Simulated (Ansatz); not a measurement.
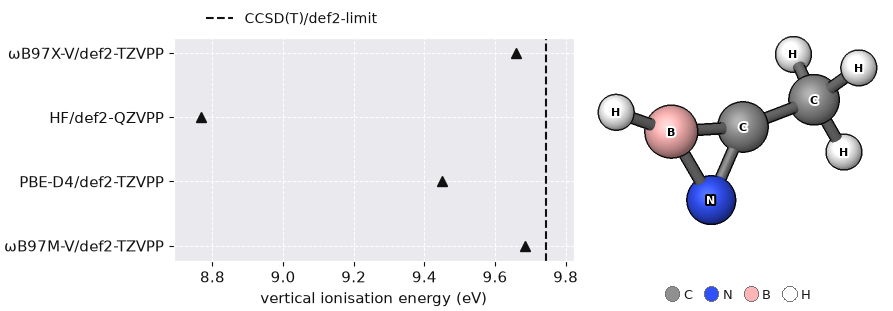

Vertical ionisation energy of C₂H₄BN, SMILES CC1=NB1, taken as the energy of the cation less that of the neutral at fixed geometry (unrestricted doublet cation, cores frozen in correlated methods, no spin-orbit coupling), the Ansatz code, at a PBE0-D4/def2-TZVP geometry (a minimum by its frequencies). Limit means an estimate of the basis limit from triple and quadruple zeta; for coupled cluster it is either extrapolated directly or built as the MP2 limit plus the step from MP2 in triple zeta.

Which level comes closest to the line (CCSD(T)/def2-limit), and which misses most?

Answer. Closest ωB97M-V/def2-TZVPP (9.69 eV), against 9.74 eV; farthest HF/def2-QZVPP (8.77 eV).

Give the values.

Answer.
| level | eV | less CCSD(T)/def2-limit |
| --- | --- | --- |
| ωB97X-V/def2-TZVPP | 9.66 | −0.08 |
| HF/def2-QZVPP | 8.77 | −0.98 |
| PBE-D4/def2-TZVPP | 9.45 | −0.29 |
| ωB97M-V/def2-TZVPP | 9.69 | −0.06 |
| CCSD(T)/def2-limit | 9.74 | 0.00 |
